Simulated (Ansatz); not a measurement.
# BH5OSeSn: one species, many methods

How much do the methods differ for BH5OSeSn? The plan is to run it at one geometry with functionals of several rungs and with coupled cluster. The yardstick is the atomisation energy at the CCSD(T) limit.

Computed with Ansatz 0.2.0, Gaussian basis. Level: functionals in def2-TZVPP, the program's frozen cores in correlated methods.

The runs, in order: LDA (SPW92), PBE-D4, revPBE-D4, BLYP-D4, r2SCAN-D4, B97M-V, PBE0-D4, B3LYP-D4, r2SCANh-D4, r2SCAN0-D4, HSE06-D4, BHLYP-D4, CAM-B3LYP-D4, LC-ωPBE, ωB97X-V, ωB97M-V, B2PLYP, PBE-QIDH; CCSD(T)/def2-SVP; CCSD(T)/def2-TZVPP; MP2/def2-QZVPP; extrapolation to the limit; RPA on PBE.

1 further run of the same task is left out (for a known fault of the program). Runs told in other sessions of the task aren't counted.

## 1. The relaxed structure

The geometry comes from an earlier relaxation with PBE0-D4 in a triple-zeta def2 set; it is a stationary point, not always the lowest conformer. Sn takes the def2 core potential; no spin-orbit term is included.

9 atoms, charge 0, spin multiplicity 1.

Atoms are counted from 1 here; the program's logs count them from 0.

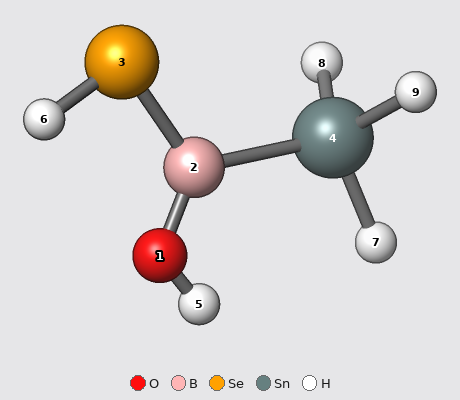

The geometry (oxygen red, boron pink, selenium orange, tin teal, hydrogen white); atoms are numbered from 1 in the order of the file.

## 2. LDA

This LDA is Slater exchange with PW92 correlation.

Input file in.yaml:

```yaml
crystal:
  periodic: [false, false, false]
  atoms:
    - {symbol: O, position_ang: [0.338408, 1.356627, -1.201949]}
    - {symbol: B, position_ang: [0.520631, 0.533439, -0.143794]}
    - {symbol: Se, position_ang: [2.092250, 0.773429, 0.969314]}
    - {symbol: Sn, position_ang: [-0.943172, -1.119252, 0.380593]}
    - {symbol: H, position_ang: [-0.457100, 1.178024, -1.710200]}
    - {symbol: H, position_ang: [2.638783, 1.912012, 0.212774]}
    - {symbol: H, position_ang: [-2.154297, -1.160369, -0.836687]}
    - {symbol: H, position_ang: [-0.217490, -2.662529, 0.439801]}
    - {symbol: H, position_ang: [-1.729414, -0.857783, 1.873048]}
basis:
  gaussian: {orbitals: def2-TZVPP}
hamiltonian: {xc: lda}
output: {orbitals: {seedname: orbitals}}
```

On the command line:

```
> ansatz run in.yaml --threads 4 --pin off --events-out ev --progress --plain --max-ram 10444MiB
```

The program printed:

```text
Functional definition: SPW92
  name "SPW92"
  cite "Dirac, Proc. Camb. Phil. Soc. 26, 376 (1930) doi:10.1017/S0305004100016108"
  cite "Slater, Phys. Rev. 81, 385 (1951) doi:10.1103/PhysRev.81.385"
  cite "Perdew & Wang, Phys. Rev. B 45, 13244 (1992) doi:10.1103/PhysRevB.45.13244"
  exchange = slater_x
  correlation = pw_c
1390 factors; their error is unknown
mean field evaluation 1: about -73855.1994 eV, gradient 6.5e1 eV
mean field evaluation 2: about -73804.3571 eV, gradient 1.6e2 eV
mean field evaluation 4: about -73862.1735 eV, gradient 1.9e1 eV
mean field evaluation 8: about -73862.9958 eV, gradient 1.1e-1 eV
mean field evaluation 16: about -73862.9641 eV, gradient 2.3e-4 eV
mean field -73862.96405271 eV, -2714.4138628218 hartree, gradient 4.4e-5 eV, S^2 0.000000; 0 other end points of the search recorded, 0 dependent functions left out
reference -73862.96410319 eV, -2714.4138646770 hartree; 37, 37 occupied and 193, 193 virtual orbitals, 1390 factors
Total energy: -73862.96410319 eV, -2714.4138646770 hartree
```

Wall time 1.4 s (4 threads of Arm Neoverse V1, shared host); peak memory 0.3 GiB.

With the free atoms at this level, -73830.392 eV in sum, the atomisation energy is 32.573 eV. HOMO -6.45 eV, LUMO -2.04 eV.

## 3. PBE-D4 (GGA)

Edit in.yaml of step 2 so:

```diff
@@ -14,3 +14,3 @@
   gaussian: {orbitals: def2-TZVPP}
-hamiltonian: {xc: lda}
-output: {orbitals: {seedname: orbitals}}
+hamiltonian: {xc: pbe, dispersion: d4}
+output: {forces: true, orbitals: {seedname: orbitals}}
```

Launched as before.

The program printed (excerpt; [...] marks lines left out):

```text
Functional definition: PBE
  name "PBE"
  cite "Perdew, Burke & Ernzerhof, Phys. Rev. Lett. 77, 3865 (1996) doi:10.1103/PhysRevLett.77.3865"
  parent pbe
[...]
1390 factors; their error is unknown
[...]
mean field -73974.95606358 eV, -2718.5294933105 hartree, gradient 4.8e-5 eV, S^2 0.000000; 0 other end points of the search recorded, 0 dependent functions left out
[...]
reference -73974.95611735 eV, -2718.5294952864 hartree; 37, 37 occupied and 193, 193 virtual orbitals, 1390 factors
Total energy: -73975.17043309 eV, -2718.5373712445 hartree
Atom 0 at     0.338408     1.356627    -1.201949 Å, force     0.295139     0.404741    -0.181170 eV/Å
Atom 1 at     0.520631     0.533439    -0.143794 Å, force    -0.002341    -0.244210     0.264046 eV/Å
Atom 2 at     2.092250     0.773429     0.969314 Å, force     0.050749    -0.213774     0.276371 eV/Å
Atom 3 at    -0.943172    -1.119252     0.380593 Å, force     0.086777     0.078929    -0.010895 eV/Å
Atom 4 at    -0.457100     1.178024    -1.710200 Å, force    -0.386072    -0.088037    -0.246079 eV/Å
Atom 5 at     2.638783     1.912012     0.212774 Å, force     0.102649     0.219955    -0.147984 eV/Å
Atom 6 at    -2.154297    -1.160369    -0.836687 Å, force    -0.118455    -0.006802    -0.113958 eV/Å
Atom 7 at    -0.217490    -2.662529     0.439801 Å, force     0.059495    -0.163371     0.009557 eV/Å
Atom 8 at    -1.729414    -0.857783     1.873048 Å, force    -0.087941     0.012569     0.150112 eV/Å
Dipole moment:    -0.096316     0.152958    -0.251779 e Å
```

Wall time 2.7 s (4 threads of Arm Neoverse V1, shared host); peak memory 0.3 GiB.

With the free atoms at this level, -73946.726 eV in sum, the atomisation energy is 28.444 eV. HOMO -6.31 eV, LUMO -1.84 eV.

## 4. revPBE-D4 (GGA)

Edit in.yaml of step 3 so:

```diff
@@ -14,3 +14,3 @@
   gaussian: {orbitals: def2-TZVPP}
-hamiltonian: {xc: pbe, dispersion: d4}
-output: {forces: true, orbitals: {seedname: orbitals}}
+hamiltonian: {xc: {name: revPBE}, dispersion: d4}
+output: {orbitals: {seedname: orbitals}}
```

Same command.

The program printed:

```text
Functional definition: revPBE
  name "revPBE"
  cite "Zhang & Yang, Phys. Rev. Lett. 80, 890 (1998) doi:10.1103/PhysRevLett.80.890"
  cite "Perdew, Burke & Ernzerhof, Phys. Rev. Lett. 77, 3865 (1996) doi:10.1103/PhysRevLett.77.3865"
  parameter kappa = 1.245
  parameter beta = 0.06672455060314922
  exchange = pbe_x(kappa = kappa, mu = beta*pi^2/3)
  correlation = pbe_c(beta = beta)
1390 factors; their error is unknown
mean field evaluation 1: about -73975.8490 eV, gradient 6.3e1 eV
mean field evaluation 2: about -73925.2922 eV, gradient 1.6e2 eV
mean field evaluation 4: about -73982.5393 eV, gradient 1.8e1 eV
mean field evaluation 8: about -73983.3143 eV, gradient 9.5e-2 eV
mean field evaluation 16: about -73983.2819 eV, gradient 7.6e-5 eV
mean field -73983.28188652 eV, -2718.8354616600 hartree, gradient 7.6e-5 eV, S^2 0.000000; 0 other end points of the search recorded, 0 dependent functions left out
reference -73983.28195357 eV, -2718.8354641241 hartree; 37, 37 occupied and 193, 193 virtual orbitals, 1390 factors
Total energy: -73983.83093876 eV, -2718.8556389576 hartree
```

Run time: 2.1 s. Hardware: 4 threads of Arm Neoverse V1, shared host; peak memory 0.3 GiB.

With the free atoms at this level, -73956.181 eV in sum, the atomisation energy is 27.650 eV. HOMO -6.26 eV, LUMO -1.75 eV.

## 5. BLYP-D4 (GGA)

Edit in.yaml of step 4 so:

```diff
@@ -14,3 +14,3 @@
   gaussian: {orbitals: def2-TZVPP}
-hamiltonian: {xc: {name: revPBE}, dispersion: d4}
+hamiltonian: {xc: {name: BLYP}, dispersion: d4}
 output: {orbitals: {seedname: orbitals}}
```

Launched as before.

The program printed:

```text
Functional definition: BLYP
  name "BLYP"
  cite "Becke, Phys. Rev. A 38, 3098 (1988) doi:10.1103/PhysRevA.38.3098"
  cite "Lee, Yang & Parr, Phys. Rev. B 37, 785 (1988) doi:10.1103/PhysRevB.37.785"
  parameter beta = 0.0042
  parameter a = 0.04918
  parameter b = 0.132
  parameter c = 0.2533
  parameter d = 0.349
  exchange = b88_x(beta = beta)
  correlation = lyp_c(a = a, b = b, c = c, d = d)
1390 factors; their error is unknown
mean field evaluation 1: about -73978.3883 eV, gradient 6.7e1 eV
mean field evaluation 2: about -73912.7051 eV, gradient 1.8e2 eV
mean field evaluation 4: about -73986.0353 eV, gradient 2.0e1 eV
mean field evaluation 8: about -73986.9275 eV, gradient 1.2e-1 eV
mean field evaluation 16: about -73986.8943 eV, gradient 2.8e-4 eV
mean field -73986.89431439 eV, -2718.9682159358 hartree, gradient 6.5e-5 eV, S^2 0.000000; 0 other end points of the search recorded, 0 dependent functions left out
reference -73986.89472541 eV, -2718.9682310405 hartree; 37, 37 occupied and 193, 193 virtual orbitals, 1390 factors
Total energy: -73987.35288035 eV, -2718.9850679240 hartree
```

Run time: 2.5 s. Hardware: 4 threads of Arm Neoverse V1, shared host; peak memory 0.3 GiB.

Atomisation energy: 27.918 eV (free atoms -73959.435 eV, run apart). HOMO -6.14 eV, LUMO -1.68 eV.

## 6. r2SCAN-D4 (meta-GGA)

Edit in.yaml of step 5 so:

```diff
@@ -14,3 +14,3 @@
   gaussian: {orbitals: def2-TZVPP}
-hamiltonian: {xc: {name: BLYP}, dispersion: d4}
-output: {orbitals: {seedname: orbitals}}
+hamiltonian: {xc: r2scan, dispersion: d4}
+output: {forces: true, orbitals: {seedname: orbitals}}
```

The command is unchanged.

The program printed (excerpt; [...] marks lines left out):

```text
Functional definition: r2SCAN
  name "r2SCAN"
  cite "Furness, Kaplan, Ning, Perdew & Sun, J. Phys. Chem. Lett. 11, 8208 (2020) doi:10.1021/acs.jpclett.0c02405"
  cite "Furness, Kaplan, Ning, Perdew & Sun, J. Phys. Chem. Lett. 11, 9248 (2020) doi:10.1021/acs.jpclett.0c03077"
  parent r2scan
[...]
1390 factors; their error is unknown
[...]
mean field -73988.77660466 eV, -2719.0373888272 hartree, gradient 2.2e-5 eV, S^2 0.000000; 0 other end points of the search recorded, 0 dependent functions left out
[...]
reference -73988.77662064 eV, -2719.0373894145 hartree; 37, 37 occupied and 193, 193 virtual orbitals, 1390 factors
Total energy: -73988.82600623 eV, -2719.0392043015 hartree
Atom 0 at     0.338408     1.356627    -1.201949 Å, force     0.005040     0.135479    -0.144123 eV/Å
Atom 1 at     0.520631     0.533439    -0.143794 Å, force    -0.030960    -0.121848     0.105223 eV/Å
Atom 2 at     2.092250     0.773429     0.969314 Å, force     0.064984     0.004475     0.052174 eV/Å
Atom 3 at    -0.943172    -1.119252     0.380593 Å, force     0.005776     0.004056    -0.000365 eV/Å
Atom 4 at    -0.457100     1.178024    -1.710200 Å, force    -0.028846    -0.009686    -0.015849 eV/Å
Atom 5 at     2.638783     1.912012     0.212774 Å, force    -0.003298     0.002031    -0.004191 eV/Å
Atom 6 at    -2.154297    -1.160369    -0.836687 Å, force     0.004810    -0.005476     0.013830 eV/Å
Atom 7 at    -0.217490    -2.662529     0.439801 Å, force    -0.017042     0.005866     0.004191 eV/Å
Atom 8 at    -1.729414    -0.857783     1.873048 Å, force    -0.000463    -0.014897    -0.010889 eV/Å
Dipole moment:    -0.113600     0.149742    -0.263057 e Å
```

It took 5 s on 4 threads of Arm Neoverse V1, shared host; peak memory 0.33 GiB.

With the free atoms at this level, -73960.572 eV in sum, the atomisation energy is 28.254 eV. HOMO -6.58 eV, LUMO -1.64 eV.

## 7. B97M-V (meta-GGA)

Edit in.yaml of step 6 so:

```diff
@@ -14,3 +14,3 @@
   gaussian: {orbitals: def2-TZVPP}
-hamiltonian: {xc: r2scan, dispersion: d4}
-output: {forces: true, orbitals: {seedname: orbitals}}
+hamiltonian: {xc: {name: B97M-V}}
+output: {orbitals: {seedname: orbitals}}
```

Same command.

The program printed (excerpt; [...] marks lines left out):

```text
Functional definition: B97M-V
  name "B97M-V"
  cite "Mardirossian & Head-Gordon, J. Chem. Phys. 142, 074111 (2015) doi:10.1063/1.4907719"
  cite "Becke, J. Chem. Phys. 107, 8554 (1997) doi:10.1063/1.475007"
  cite "Vydrov & Van Voorhis, J. Chem. Phys. 133, 244103 (2010) doi:10.1063/1.3521275"
  # Of w^i u^j: cxij and so on, Table III.
[...]
  gx(w, u) = cx00 + cx01*u + cx02*u^2 + (cx10 + cx11*u)*w
  gss(w, u) = css00 + css02*u^2 + css10*w + (css32*w^3 + css42*w^4)*u^2
  gos(w, u) = cos00 + cos01*u + cos03*u^3 + cos10*w + cos32*w^3*u^2
[...]
      + integral(e_c_pw_mod_opposite_spin*gos(b97_w_opposite, b97_u_opposite)) + vv10(b, c)
1390 factors; their error is unknown
[...]
mean field -73976.28841684 eV, -2718.5784563895 hartree, gradient 4.7e-5 eV, S^2 0.000000; 0 other end points of the search recorded, 0 dependent functions left out
reference -73976.28849361 eV, -2718.5784592108 hartree; 37, 37 occupied and 193, 193 virtual orbitals, 1390 factors
Total energy: -73976.28849361 eV, -2718.5784592108 hartree
```

It took 11 s on 4 threads of Arm Neoverse V1, shared host; peak memory 0.39 GiB.

With the free atoms at this level, -73947.821 eV in sum, the atomisation energy is 28.468 eV. HOMO -6.63 eV, LUMO -1.64 eV.

## 8. PBE0-D4 (hybrid)

Edit in.yaml of step 7 so:

```diff
@@ -14,3 +14,3 @@
   gaussian: {orbitals: def2-TZVPP}
-hamiltonian: {xc: {name: B97M-V}}
+hamiltonian: {xc: pbe0, dispersion: d4}
 output: {orbitals: {seedname: orbitals}}
```

Launched as before.

The program printed:

```text
Functional definition: PBE0
  name "PBE0"
  cite "Adamo & Barone, J. Chem. Phys. 110, 6158 (1999) doi:10.1063/1.478522"
  cite "Perdew, Burke & Ernzerhof, Phys. Rev. Lett. 77, 3865 (1996) doi:10.1103/PhysRevLett.77.3865"
  parent pbe
  parameter a = 0.25
  parameter kappa = 0.804
  parameter beta = 0.06672455060314922
  exchange = (1 - a)*pbe_x(kappa = kappa, mu = beta*pi^2/3) + a*exact_x
  correlation = pbe_c(beta = beta)
1488 factors; their error is unknown
mean field evaluation 1: about -73972.5715 eV, gradient 5.1e1 eV
mean field evaluation 2: about -73962.8511 eV, gradient 8.7e1 eV
mean field evaluation 4: about -73977.0189 eV, gradient 4.5e0 eV
mean field evaluation 8: about -73977.5695 eV, gradient 4.6e-1 eV
mean field evaluation 16: about -73977.5697 eV, gradient 5.5e-5 eV
mean field -73977.56972367 eV, -2718.6255435471 hartree, gradient 5.5e-5 eV, S^2 0.000000; 0 other end points of the search recorded, 0 dependent functions left out
reference -73977.56976299 eV, -2718.6255449921 hartree; 37, 37 occupied and 193, 193 virtual orbitals, 1488 factors
Total energy: -73977.75318904 eV, -2718.6322857753 hartree
```

It took 3.3 s on 4 threads of Arm Neoverse V1, shared host; peak memory 0.65 GiB.

Atomisation energy: 27.932 eV (free atoms -73949.821 eV, run apart). HOMO -7.42 eV, LUMO -1.00 eV.

## 9. B3LYP-D4 (hybrid)

B3LYP here takes the VWN-RPA correlation.

Edit in.yaml of step 8 so:

```diff
@@ -14,3 +14,3 @@
   gaussian: {orbitals: def2-TZVPP}
-hamiltonian: {xc: pbe0, dispersion: d4}
-output: {orbitals: {seedname: orbitals}}
+hamiltonian: {xc: {name: B3LYP}, dispersion: d4}
+output: {forces: true, orbitals: {seedname: orbitals}}
```

Same command.

The program printed (excerpt; [...] marks lines left out):

```text
Functional definition: B3LYP
  name "B3LYP"
  cite "Stephens, Devlin, Chabalowski & Frisch, J. Phys. Chem. 98, 11623 (1994) doi:10.1021/j100096a001"
  cite "Becke, Phys. Rev. A 38, 3098 (1988) doi:10.1103/PhysRevA.38.3098"
  cite "Lee, Yang & Parr, Phys. Rev. B 37, 785 (1988) doi:10.1103/PhysRevB.37.785"
  cite "Vosko, Wilk & Nusair, Can. J. Phys. 58, 1200 (1980) doi:10.1139/p80-159"
[...]
1456 factors; their error is unknown
[...]
mean field -73991.54868321 eV, -2719.1392608351 hartree, gradient 5.8e-5 eV, S^2 0.000000; 0 other end points of the search recorded, 0 dependent functions left out
[...]
reference -73991.54898895 eV, -2719.1392720708 hartree; 37, 37 occupied and 193, 193 virtual orbitals, 1456 factors
Total energy: -73991.90041215 eV, -2719.1521866350 hartree
Atom 0 at     0.338408     1.356627    -1.201949 Å, force    -0.054586     0.030531    -0.082073 eV/Å
Atom 1 at     0.520631     0.533439    -0.143794 Å, force    -0.014938    -0.015146     0.003191 eV/Å
Atom 2 at     2.092250     0.773429     0.969314 Å, force     0.132388    -0.006868     0.122910 eV/Å
Atom 3 at    -0.943172    -1.119252     0.380593 Å, force    -0.035609    -0.030144     0.002002 eV/Å
Atom 4 at    -0.457100     1.178024    -1.710200 Å, force    -0.008685     0.036676    -0.048959 eV/Å
Atom 5 at     2.638783     1.912012     0.212774 Å, force     0.037599     0.047531    -0.017586 eV/Å
Atom 6 at    -2.154297    -1.160369    -0.836687 Å, force    -0.046639    -0.005044    -0.041403 eV/Å
Atom 7 at    -0.217490    -2.662529     0.439801 Å, force     0.022610    -0.060961     0.004570 eV/Å
Atom 8 at    -1.729414    -0.857783     1.873048 Å, force    -0.032139     0.003425     0.057348 eV/Å
Dipole moment:    -0.116349     0.134768    -0.249668 e Å
```

Run time: 5 s. Hardware: 4 threads of Arm Neoverse V1, shared host; peak memory 0.69 GiB.

With the free atoms at this level, -73963.924 eV in sum, the atomisation energy is 27.976 eV. HOMO -7.18 eV, LUMO -1.17 eV.

## 10. r2SCANh-D4 (hybrid)

Edit in.yaml of step 9 so:

```diff
@@ -14,3 +14,3 @@
   gaussian: {orbitals: def2-TZVPP}
-hamiltonian: {xc: {name: B3LYP}, dispersion: d4}
-output: {forces: true, orbitals: {seedname: orbitals}}
+hamiltonian: {xc: {name: r2SCANh}, dispersion: d4}
+output: {orbitals: {seedname: orbitals}}
```

Same command.

The program printed (excerpt; [...] marks lines left out):

```text
Functional definition: r2SCANh
  name "r2SCANh"
  cite "Bursch, Neugebauer, Ehlert & Grimme, J. Chem. Phys. 156, 134105 (2022) doi:10.1063/5.0086040"
  cite "Furness, Kaplan, Ning, Perdew & Sun, J. Phys. Chem. Lett. 11, 8208 (2020) doi:10.1021/acs.jpclett.0c02405"
  cite "Furness, Kaplan, Ning, Perdew & Sun, J. Phys. Chem. Lett. 11, 9248 (2020) doi:10.1021/acs.jpclett.0c03077"
  parent r2scan
[...]
1408 factors; their error is unknown
[...]
mean field -73988.23662429 eV, -2719.0175449148 hartree, gradient 6.2e-5 eV, S^2 0.000000; 0 other end points of the search recorded, 0 dependent functions left out
reference -73988.23663895 eV, -2719.0175454534 hartree; 37, 37 occupied and 193, 193 virtual orbitals, 1408 factors
Total energy: -73988.29081384 eV, -2719.0195363438 hartree
```

Run time: 5.5 s. Hardware: 4 threads of Arm Neoverse V1, shared host; peak memory 0.66 GiB.

With the free atoms at this level, -73960.251 eV in sum, the atomisation energy is 28.040 eV. HOMO -6.99 eV, LUMO -1.33 eV.

## 11. r2SCAN0-D4 (hybrid)

Edit in.yaml of step 10 so:

```diff
@@ -14,3 +14,3 @@
   gaussian: {orbitals: def2-TZVPP}
-hamiltonian: {xc: {name: r2SCANh}, dispersion: d4}
+hamiltonian: {xc: {name: r2SCAN0}, dispersion: d4}
 output: {orbitals: {seedname: orbitals}}
```

Same command.

The program printed (excerpt; [...] marks lines left out):

```text
Functional definition: r2SCAN0
  name "r2SCAN0"
  cite "Bursch, Neugebauer, Ehlert & Grimme, J. Chem. Phys. 156, 134105 (2022) doi:10.1063/5.0086040"
  cite "Furness, Kaplan, Ning, Perdew & Sun, J. Phys. Chem. Lett. 11, 8208 (2020) doi:10.1021/acs.jpclett.0c02405"
  cite "Furness, Kaplan, Ning, Perdew & Sun, J. Phys. Chem. Lett. 11, 9248 (2020) doi:10.1021/acs.jpclett.0c03077"
  parent r2scan
[...]
1488 factors; their error is unknown
[...]
mean field -73987.46618178 eV, -2718.9892316746 hartree, gradient 6.5e-5 eV, S^2 0.000000; 0 other end points of the search recorded, 0 dependent functions left out
reference -73987.46619446 eV, -2718.9892321407 hartree; 37, 37 occupied and 193, 193 virtual orbitals, 1488 factors
Total energy: -73987.52683534 eV, -2718.9914606520 hartree
```

It took 6 s on 4 threads of Arm Neoverse V1, shared host; peak memory 0.68 GiB.

Atomisation energy: 27.737 eV (free atoms -73959.790 eV, run apart). HOMO -7.61 eV, LUMO -0.89 eV.

## 12. HSE06-D4 (hybrid)

HSE06 is the plane-wave form, built on full-range PBE exchange.

Edit in.yaml of step 11 so:

```diff
@@ -14,3 +14,3 @@
   gaussian: {orbitals: def2-TZVPP}
-hamiltonian: {xc: {name: r2SCAN0}, dispersion: d4}
+hamiltonian: {xc: hse06, dispersion: d4}
 output: {orbitals: {seedname: orbitals}}
```

The command is unchanged.

The program printed (excerpt; [...] marks lines left out):

```text
Functional definition: HSE06
  name "HSE06"
  cite "Heyd, Scuseria & Ernzerhof, J. Chem. Phys. 118, 8207 (2003) doi:10.1063/1.1564060"
  cite "Krukau, Vydrov, Izmaylov & Scuseria, J. Chem. Phys. 125, 224106 (2006) doi:10.1063/1.2404663"
  cite "Heyd & Scuseria, J. Chem. Phys. 120, 7274 (2004) doi:10.1063/1.1668634"
  cite "Ernzerhof & Perdew, J. Chem. Phys. 109, 3313 (1998) doi:10.1063/1.476928"
  cite "Perdew, Burke & Ernzerhof, Phys. Rev. Lett. 77, 3865 (1996) doi:10.1103/PhysRevLett.77.3865"
  parent pbe
[...]
  # The whole range is PBE's own exchange, as in plane waves. The composition of these papers is wPBEh.
[...]
1488 factors; their error is unknown
114 factors; integrals over basis functions are off by at most 5.3e-7 eV
[...]
mean field -73977.45218886 eV, -2718.6212242225 hartree, gradient 5.6e-5 eV, S^2 0.000000; 0 other end points of the search recorded, 0 dependent functions left out
reference -73977.45224128 eV, -2718.6212261489 hartree; 37, 37 occupied and 193, 193 virtual orbitals, 1488 factors
Total energy: -73977.62625524 eV, -2718.6276210441 hartree
```

It took 3.7 s on 4 threads of Arm Neoverse V1, shared host; peak memory 0.68 GiB.

Atomisation energy: 27.934 eV (free atoms -73949.692 eV, run apart). HOMO -7.02 eV, LUMO -1.37 eV.

## 13. BHLYP-D4 (hybrid)

Edit in.yaml of step 12 so:

```diff
@@ -14,3 +14,3 @@
   gaussian: {orbitals: def2-TZVPP}
-hamiltonian: {xc: hse06, dispersion: d4}
+hamiltonian: {xc: {name: BHLYP}, dispersion: d4}
 output: {orbitals: {seedname: orbitals}}
```

The command is unchanged.

The program printed:

```text
Functional definition: BHLYP
  name "BHLYP"
  cite "Becke, J. Chem. Phys. 98, 1372 (1993) doi:10.1063/1.464304"
  cite "Becke, Phys. Rev. A 38, 3098 (1988) doi:10.1103/PhysRevA.38.3098"
  cite "Lee, Yang & Parr, Phys. Rev. B 37, 785 (1988) doi:10.1103/PhysRevB.37.785"
  parameter a = 0.5
  exchange = (1 - a)*b88_x + a*exact_x
  correlation = lyp_c
1630 factors; their error is unknown
mean field evaluation 1: about -73980.1409 eV, gradient 4.5e1 eV
mean field evaluation 2: about -73978.2240 eV, gradient 5.6e1 eV
mean field evaluation 4: about -73983.5924 eV, gradient 1.8e0 eV
mean field evaluation 8: about -73983.6009 eV, gradient 1.1e-1 eV
mean field evaluation 16: about -73984.6235 eV, gradient 3.8e-4 eV
mean field -73984.62347029 eV, -2718.8847639542 hartree, gradient 3.1e-5 eV, S^2 0.000000; 0 other end points of the search recorded, 0 dependent functions left out
reference -73984.62367420 eV, -2718.8847714479 hartree; 37, 37 occupied and 193, 193 virtual orbitals, 1630 factors
Total energy: -73984.93501002 eV, -2718.8962128280 hartree
```

Run time: 3.8 s. Hardware: 4 threads of Arm Neoverse V1, shared host; peak memory 0.68 GiB.

With the free atoms at this level, -73957.745 eV in sum, the atomisation energy is 27.190 eV. HOMO -8.37 eV, LUMO -0.04 eV.

[end of part 1 of 2]
